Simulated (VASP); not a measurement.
Band structure of Ho (hcp). Calculation: rev-vdW-DF2, VASP's PBE PAW potentials (set 64) (plane waves; VASP).

The 4f electrons are frozen in the core of the lanthanide potential, so 4f levels, which can set the real gap, and their magnetism are missing.

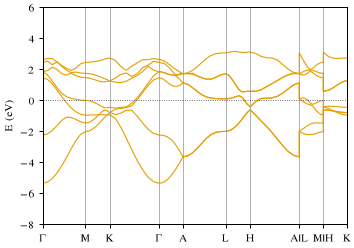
Figure: Bands along high-symmetry lines, zero at the valence-band maximum or, without a gap, the Fermi level

**Question.** Read the plot: is there a gap, and where are the band edges?

**Answer.** It has no gap at this level: it comes out as a metal or semimetal. (Edges off the drawn lines would not show.)

The compound is Ho in the hcp structure. It was relaxed first.
